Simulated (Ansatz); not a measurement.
**Phonon calculation of CH$_{6}$BFSi**

CH$_{6}$BFSi, computed with RKS BHLYP/def2-SVP (Ansatz 0.2.0).

It belongs to a series of runs on one base structure; here: vibrations at the highest image of the band. Figures and captions count atoms from 1; the log counts them from 0 in places.

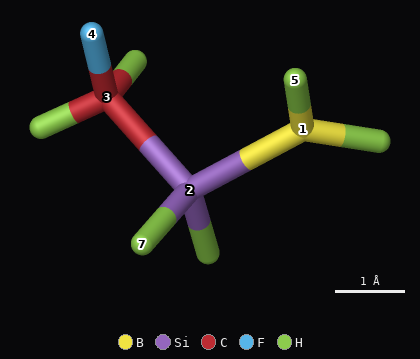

Fig. 1: The structure as given in the input (stick view, seen at a tilt; atoms are numbered from 1 in the order of the input). Bond lengths as drawn: B–H 1.20 Å, B–Si 2.02 Å, C–F 1.38 Å, C–H 1.10 Å, C–Si 1.91 Å and H–Si 1.49 Å.

**Summary**

| quantity | value |
| --- | --- |
| outcome | converged |
| total energy | −12395.9383 eV |
| mean-field energy | −12395.9383 eV |
| largest force (length of the vector) | 0.034 eV/Å |
| hardware | 1 thread of Intel Xeon (Sapphire Rapids), 10 GiB of memory available, shared host |
| wall time | 1.7 min |
| peak memory | 0.27 GiB |

**Input file**
```yaml
crystal:
  periodic: [false, false, false]
  atoms:
    - { symbol: B, position_ang: [-0.902081, 1.404201, -0.734007] }
    - { symbol: Si, position_ang: [-0.083901, -0.43913, -0.648457] }
    - { symbol: C, position_ang: [0.664937, -0.718485, 1.083339] }
    - { symbol: F, position_ang: [1.504667, 0.325956, 1.398783] }
    - { symbol: H, position_ang: [-0.199779, 2.36366, -0.58867] }
    - { symbol: H, position_ang: [-2.067366, 1.595258, -0.936329] }
    - { symbol: H, position_ang: [1.005094, -0.543359, -1.654596] }
    - { symbol: H, position_ang: [-1.040262, -1.55064, -0.88995] }
    - { symbol: H, position_ang: [-0.116072, -0.784081, 1.849375] }
    - { symbol: H, position_ang: [1.234775, -1.653379, 1.120502] }
basis:
  gaussian: { orbitals: def2-SVP }
hamiltonian:
  xc: { name: BHLYP }
phonons: {}
```

Launched with:
```bash
ansatz run input.yaml --threads 1 --pin off --max-ram 2048MiB --backend cpu --events-out ev --progress --plain --runs-dir out
```

**Log**
```
Engine: ansatz 0.2.0, x86_64-unknown-linux-gnu
Functional definition: BHLYP
  parameter a = 0.5
  exchange = (1 - a)*b88_x + a*exact_x
  correlation = lyp_c
970 factors; integrals over basis functions are off by at most 4.5e-4 eV
mean field evaluation 1: about -12394.7108 eV, gradient 2.3e1 eV
mean field evaluation 2: about -12395.3711 eV, gradient 1.7e1 eV
mean field evaluation 4: about -12395.9005 eV, gradient 9.0e-1 eV
mean field evaluation 8: about -12395.9381 eV, gradient 1.1e-2 eV
mean field -12395.93810538 eV, -455.5423231042 hartree, gradient 2.9e-5 eV, S^2 0.000000; 0 other end points of the search recorded, 0 dependent functions left out
the calculation of the forces begins
reference -12395.93827401 eV, -455.5423293010 hartree; 20, 20 occupied and 70, 70 virtual orbitals, 970 factors
these checks for a lower state are left out or cut short: stability, starts, cluster_reference, orbital_swaps, neighbouring_geometries, increment
970 factors; integrals over basis functions are off by at most 4.6e-4 eV
mean field evaluation 16: about -12395.9021 eV, gradient 2.4e-1 eV
mean field -12395.93801959 eV, -455.5423199514 hartree, gradient 1.8e-6 eV, S^2 0.000000; 0 other end points of the search recorded, 0 dependent functions left out
[... from here on the field's lines of each further geometry are left out, up to the last ...]
the calculation of the forces begins
reference -12395.93826955 eV, -455.5423291374 hartree; 20, 20 occupied and 70, 70 virtual orbitals, 970 factors
these checks for a lower state are left out or cut short: stability, starts, cluster_reference, orbital_swaps, neighbouring_geometries, increment
970 factors; integrals over basis functions are off by at most 4.5e-4 eV
mean field -12395.93808294 eV, -455.5423222796 hartree, gradient 2.1e-6 eV, S^2 0.000000; 0 other end points of the search recorded, 0 dependent functions left out
the calculation of the forces begins
reference -12395.93825156 eV, -455.5423284759 hartree; 20, 20 occupied and 70, 70 virtual orbitals, 970 factors
WARN: phonons: modes at or below zero, which the zero-point energy, F, S and C_V leave out: 1, the lowest at -104.30 cm⁻¹. A minimum has none, and a first-order saddle one
Total energy: -12395.93827401 eV, -455.5423293010 hartree
Atom 0 at    -0.902081     1.404201    -0.734007 Å, force     0.012525     0.013250    -0.028413 eV/Å
Atom 1 at    -0.083901    -0.439130    -0.648457 Å, force    -0.004662    -0.000020     0.008001 eV/Å
Atom 2 at     0.664937    -0.718485     1.083339 Å, force    -0.001274    -0.014596    -0.005382 eV/Å
Atom 3 at     1.504667     0.325956     1.398783 Å, force     0.003379     0.008098     0.000125 eV/Å
Atom 4 at    -0.199779     2.363660    -0.588670 Å, force    -0.003662    -0.007178     0.017773 eV/Å
Atom 5 at    -2.067366     1.595258    -0.936329 Å, force    -0.004249    -0.003039     0.001444 eV/Å
Atom 6 at     1.005094    -0.543359    -1.654596 Å, force    -0.004358     0.002334    -0.001246 eV/Å
Atom 7 at    -1.040262    -1.550640    -0.889950 Å, force    -0.000089    -0.001528     0.003995 eV/Å
Atom 8 at    -0.116072    -0.784081     1.849375 Å, force     0.001050    -0.000146     0.000104 eV/Å
Atom 9 at     1.234775    -1.653379     1.120502 Å, force     0.001339     0.002824     0.003597 eV/Å
Dipole moment:    -0.234780    -0.191285    -0.043815 e Å
Vibrations: -104.30 89.52 158.58 292.60 440.37 589.99 633.25 660.22 739.62 833.84 900.68 944.12 984.05 1117.23 1211.49 1288.90 1359.87 1517.69 2266.95 2271.11 2648.50 2744.55 3125.06 3183.02 cm⁻¹, zero-point energy 1.859838 eV
```

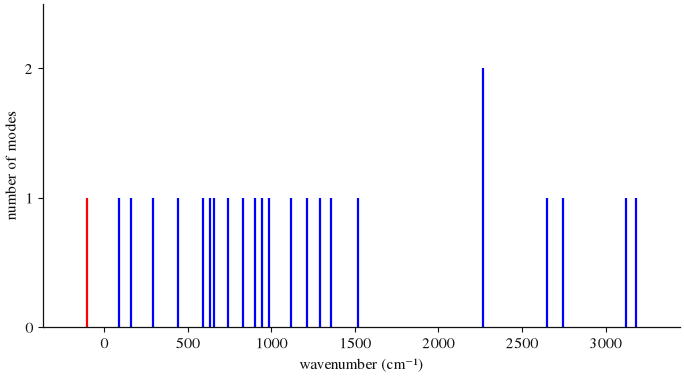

Fig. 2: Harmonic vibrational wavenumbers from the force constants; neighbouring modes closer than 15 cm⁻¹ are counted in one stick, and imaginary ones are drawn at negative wavenumbers. 24 modes from 104i to 3183 cm⁻¹, 1 imaginary beyond 8i (104i cm⁻¹): a first-order saddle point, if the geometry is stationary.
